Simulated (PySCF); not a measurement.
**AlH (SMILES [AlH]) at FCI/def2-SVP**

What is the energy change on altering one bond length of AlH at FCI/def2-SVP? Input form: a Python script.

The calculation is run with PySCF 2.14.0.

10 further runs of the same task are left out: 10 set aside as unsound or not needed.

### 1 The molecule

AlH: 2 atoms, total charge 0, spin state singlet. As SMILES, `[AlH]`. The coordinates come from a PBE0-D4/def2-TZVP relaxation.

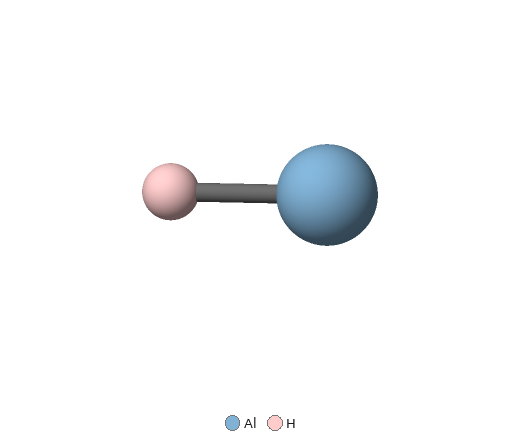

Viewed from a chosen angle; aluminium light blue, hydrogen pink.

### 2 The energy at FCI/def2-SVP

File run.py:

```python
# AlH
from pyscf import gto, scf, mcscf
from pyscf import fci

mol = gto.M(
    atom='''
Al       0.000000       0.000000      -0.025640
H        0.000000       0.000000       1.639110
''',
    basis='def2-svp',
    max_memory=1860,
    verbose=3,
)

calc0 = scf.RHF(mol)
calc0.conv_tol = 1e-10
calc0.kernel()
if not calc0.converged:
    calc0 = calc0.newton().run(calc0.mo_coeff, calc0.mo_occ)

cas = mcscf.CASCI(calc0, calc0.mo_coeff.shape[-1] - 5, (mol.nelec[0] - 5, mol.nelec[1] - 5))  # full CI above the frozen core
cas.fcisolver = fci.direct_spin0.FCI(mol)  # even spin states alone
cas.kernel()
print('<S^2> = %.4f' % cas.fcisolver.spin_square(cas.ci, cas.ncas, cas.nelecas)[0])
etot = cas.e_tot
print('E(%s) = %.9f' % ('FCI', etot))
```

On the command line:

```sh
OMP_NUM_THREADS=1 python run.py
```

What it wrote:

```text
converged SCF energy = -242.372850940188
CASCI E = -242.444544982542  E(CI) = -3.48098775306195  S^2 = 0.0000000
<S^2> = 0.0000
E(FCI) = -242.444544983
```

Run time: 1.5 s. Hardware: 1 thread of Arm Neoverse V2, shared host; peak memory 0.12 GiB.

### 3 The distorted shape at the same level

File start.xyz:

```xyz
2
AlH
Al     0.000000     0.000000    -1.357490
H      0.000000     0.000000     1.639110
```

File job.py:

```python
from pyscf import gto, scf, mcscf
from pyscf import fci

molecule = gto.M(
    atom='start.xyz',
    charge=0,
    basis='def2-svp',
    verbose=3,
    max_memory=1860,
)

mf = scf.RHF(molecule)
mf.conv_tol = 1e-10
mf.kernel()
if not mf.converged:
    mf = mf.newton().run(mf.mo_coeff, mf.mo_occ)

cas = mcscf.CASCI(mf, mf.mo_coeff.shape[-1] - 5, (molecule.nelec[0] - 5, molecule.nelec[1] - 5))  # full CI above the frozen core
cas.fcisolver = fci.direct_spin0.FCI(molecule)  # even spin states alone
cas.kernel()
print('<S^2> = %.4f' % cas.fcisolver.spin_square(cas.ci, cas.ncas, cas.nelecas)[0])
e_final = cas.e_tot
print('E(%s) = %.9f' % ('FCI', e_final))
```

On the command line:

```sh
OMP_NUM_THREADS=1 python job.py
```

What it wrote:

```text
converged SCF energy = -242.27568848548
CASCI E = -242.363453201291  E(CI) = -2.97593059079850  S^2 = 0.0000000
<S^2> = 0.0000
E(FCI) = -242.363453201
```

Run time: 1.7 s. Hardware: 1 thread of Arm Neoverse V2, shared host; peak memory 0.12 GiB.

### 4 Results

Level: FCI/def2-SVP, 5 core orbitals frozen.

| quantity | value |
| --- | --- |
| first shape: total energy | -242.44454 Eh |
| first shape: dipole moment (Hartree–Fock density) | 0.21 D |
| first shape: HOMO energy (Hartree–Fock orbitals) | -7.82 eV |
| first shape: LUMO energy (Hartree–Fock orbitals) | 0.95 eV |
| first shape: HOMO–LUMO gap (Hartree–Fock orbitals) | 8.77 eV |
| first shape: correlation energy (5 core orbitals frozen) | -71.7 mEh |
| distorted shape: total energy | -242.36345 Eh |
| distorted shape: dipole moment (Hartree–Fock density) | 5.78 D |
| distorted shape: HOMO energy (Hartree–Fock orbitals) | -6.82 eV |
| distorted shape: LUMO energy (Hartree–Fock orbitals) | 0.06 eV |
| distorted shape: HOMO–LUMO gap (Hartree–Fock orbitals) | 6.88 eV |
| distorted shape: correlation energy (5 core orbitals frozen) | -87.8 mEh |
| energy change with the Al1–H2 bond stretched from 1.665 to 2.997 Å | 2.207 eV |

With the Al1–H2 bond stretched from 1.665 to 2.997 Å the energy rises by 2.21 eV (213 kJ/mol). The first shape isn't relaxed at this level, so the change isn't measured from a minimum.
